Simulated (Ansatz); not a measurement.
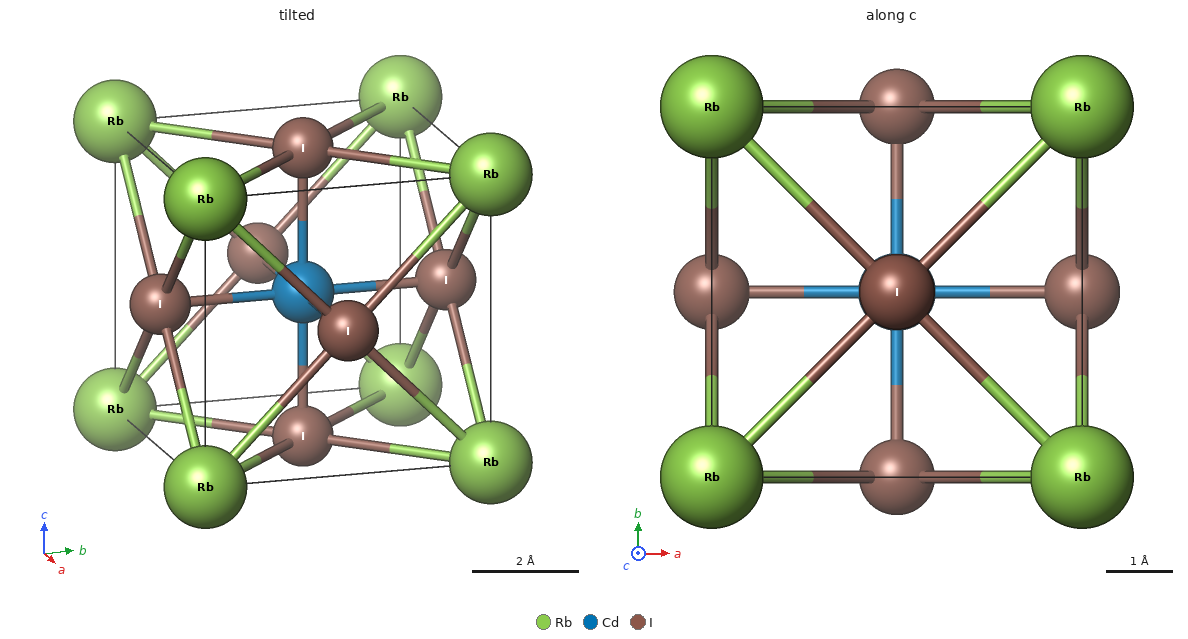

An orthographic ball-and-stick view of the structure, slightly off an axis and along the c axis. The outline marks the conventional unit cell.

RbCdI3, cubic perovskite, space group Pm-3m (No. 221), a = 5.653 Å, b = 5.653 Å, c = 5.653 Å, α = 90.00°, β = 90.00°, γ = 90.00°. The structure comes from a structure type filled with these elements by a generator (whether the compound takes this form wasn't checked). The cell was then strained or its atoms displaced on purpose. Ansatz was used for an electronic-structure calculation on it.

This one geometry was computed with Ansatz (DFT, plane waves, PAW) at three levels of theory: HSE06, PBE and r2SCAN. It was relaxed with r2SCAN and then strained.

How does the band gap change with the level of theory?

Answer. PBE: a metal; r2SCAN: a gap of 0.34 eV, indirect; HSE06: a gap of 0.68 eV, indirect.

Collect the results in a table.

Answer.
| level | cutoff (eV) | k-mesh of the run's cell | gap (eV) | pressure (GPa) |
| --- | --- | --- | --- | --- |
| HSE06 | 420 | 4×4×4 | 0.68 | 4.9 |
| PBE | 420 | 4×4×4 | metal | 5.5 |
| r2SCAN | 500 | 4×4×4 | 0.34 | 5.0 |

Gaps are taken on the k-mesh or band path of each run.
